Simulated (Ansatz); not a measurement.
Input file:

```
crystal:
  periodic: [false, false, false]
  atoms:
    - symbol: Al
      position_ang: [0.400652, 0.565180, 0.616288]
    - symbol: Al
      position_ang: [-1.168871, -0.451437, -0.925927]
    - symbol: O
      position_ang: [-0.052596, -1.112297, 0.278506]
    - symbol: O
      position_ang: [-0.715730, 1.226047, -0.588036]
    - symbol: H
      position_ang: [1.424234, 1.228039, 1.621607]
    - symbol: H
      position_ang: [-2.192008, -1.114292, -1.931708]
basis:
  gaussian:
    orbitals: def2-TZVPD
output: {forces: true, orbitals: {seedname: orbitals}}
hamiltonian:
  xc: pbe0
```

Run with:

```sh
ansatz run input.yaml --threads 1 --pin off --max-ram 2610MiB --events-out events.jsonl --progress --plain --runs-dir runs
```

Geometry: PBE-D3(BJ)/def2-SVP.

Level of theory: isolated molecule in a Gaussian basis; Kohn-Sham density functional theory, functional PBE0 (Ansatz).

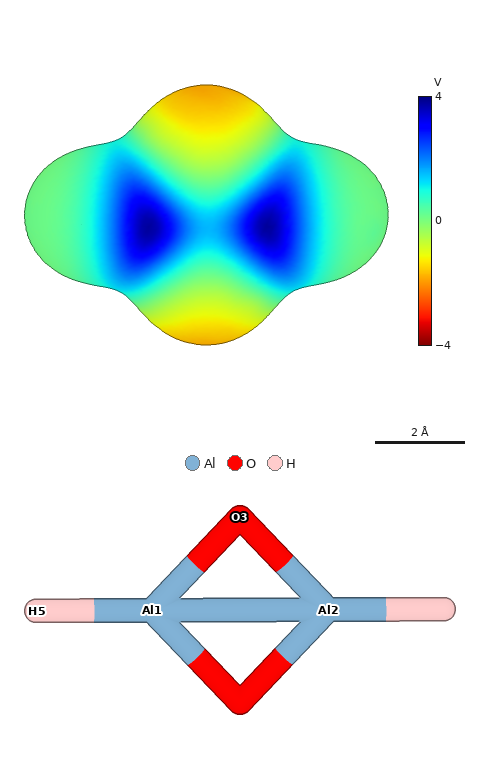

Al₂H₂O₂. The molecular electrostatic potential painted on the density surface at 0.002 e/bohr³, seen at a tilt; the colour scale runs from red (negative) to blue (positive). The bare structure is drawn below in the same view.

Q: Which sites attract a positive test charge, and which a negative one?

A: A positive charge is drawn to the negative regions and a negative charge to the positive ones. The most negative region (about −1.8 V, or −42 kcal/mol for a unit charge) lies over O3 and O4, the most positive (about +3.7 V, or +85 kcal/mol for a unit charge) over Al1 and Al2.
